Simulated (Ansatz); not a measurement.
H$_{5}$N$_{2}$Si (SMILES N[SiH]N) (doublet)

Input file:

```
crystal:
  periodic: [false, false, false]
  atoms:
    - { symbol: "N", position_ang: [-0.7911, 0.4653, -0.9103] }
    - { symbol: Si, position_ang: [0.6647, 0.5567, -0.1631] }
    - { symbol: "N", position_ang: [0.4645, -0.9918, 0.4685] }
    - { symbol: H, position_ang: [-0.9029, -0.45955, -1.15038] }
    - { symbol: H, position_ang: [-0.74148, 0.96526, -1.85382] }
    - { symbol: H, position_ang: [0.5126, 1.4955, 0.9715] }
    - { symbol: H, position_ang: [0.5226, -1.6627, -0.2776] }
    - { symbol: H, position_ang: [1.3376, -1.2067, 1.0563] }
magnetization:
  spin_polarized: true
  initial_magnetization: 1
basis:
  gaussian: { orbitals: def2-SVP }
hamiltonian:
  xc: b3lyp
  dispersion: d4
relax:
  f_tol: 0.015
  max_steps: 40
output:
  orbitals: {}
```

Launched as:

```sh
ansatz run input.yaml --threads 1 --pin off --max-ram 2048MiB --backend cpu --events-out ev --progress --plain --runs-dir out
```

The fields are those of the relaxed geometry.

The calculation used UKS B3LYP-D4/def2-SVP in Ansatz.

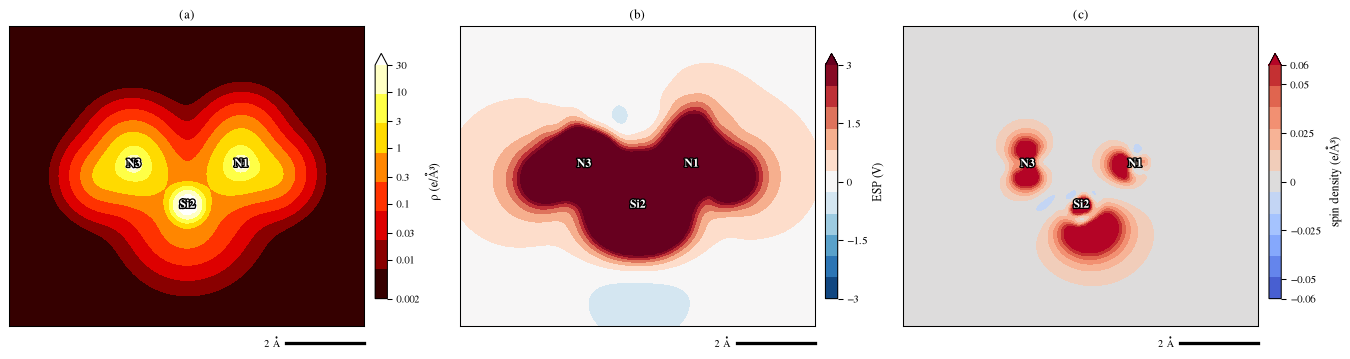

Figure 1. (a) total electron density; (b) molecular electrostatic potential; (c) spin density on the plane of atoms N1, Si2 and N3.

Question: Read the bonding off the picture.

Answer:
- The section cuts through N and Si sites.
- Si–N (1.73 Å): the density is about 1 e/Å³ at the midpoint.
- The unpaired spin (1 electron) lies mostly on Si2 (about 0.7), N3 (about 0.1) and H6 (about 0.1), in electrons by Hirshfeld's partition.
- Outside the dense part of the molecule the potential is most negative (−0.4 V) near H6, which lies off the plane.

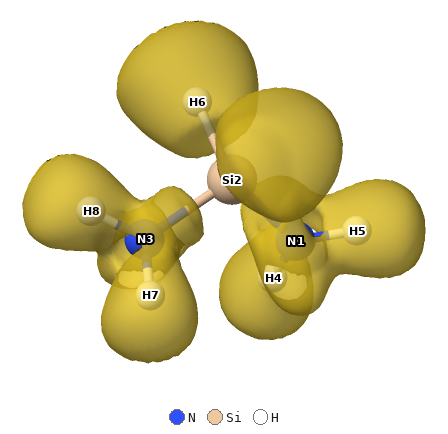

Figure 2. Isosurface of the ELF at 0.75 (yellow), seen at a tilt. Core shells and regions of very low density are left out.

Question: Identify the bonds, lone pairs and shells in this picture.

Answer: The surface consists of one region around a hydrogen nucleus, one lobe on Si, pointing away from the bonds (non-bonding electrons) and two joined regions spread over several atoms (H, N), in which their bonds and any lone pairs are merged. Along the contacts the grid gives the following. Si–N (1.73 Å): the ELF peaks at about 0.90 between the atoms; a polar covalent bond. N–H (1.01 Å): the ELF climbs to about 1 towards the hydrogen, as it does in any bond to H (a covalent bond by its length).

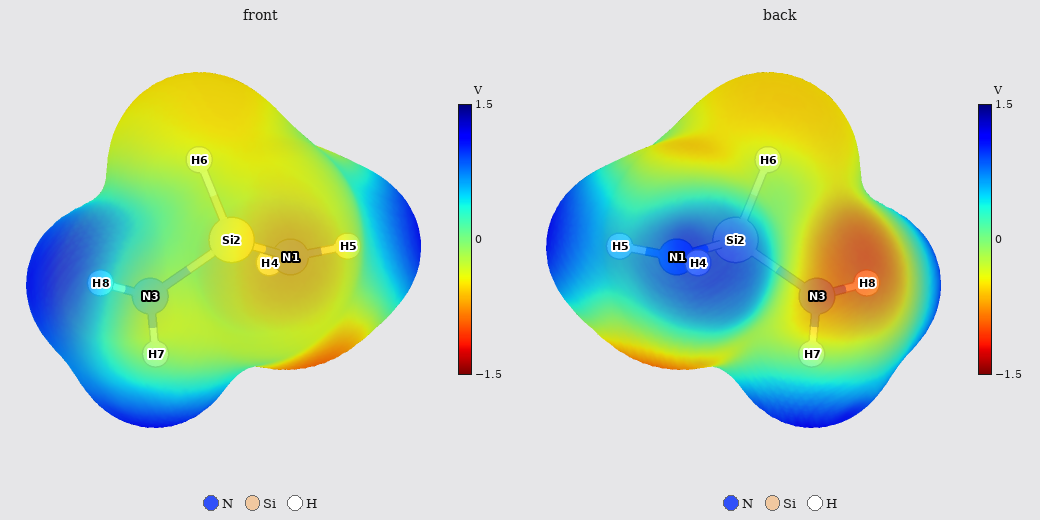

Figure 3. The molecular electrostatic potential painted on the density surface at 0.001 e/bohr³, seen from the front and from behind; red is negative and blue positive.

Question: Describe the electrostatic potential map.

Answer: The most negative region (about −1.0 V) lies over N3, the most positive (about +1.1 V) over H5, H7 and H8.

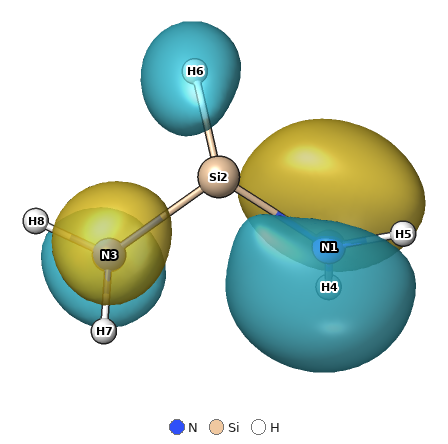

Figure 4. The HOMO−1 (α) at ±0.1 Å⁻³ᐟ² (yellow and cyan are the two phases), seen across its widest extent.

Question: Describe this orbital and give its energy.

Answer: It lies mainly on N1 (about 60 %) and N3 (about 10 %). Its energy is −6.85 eV.
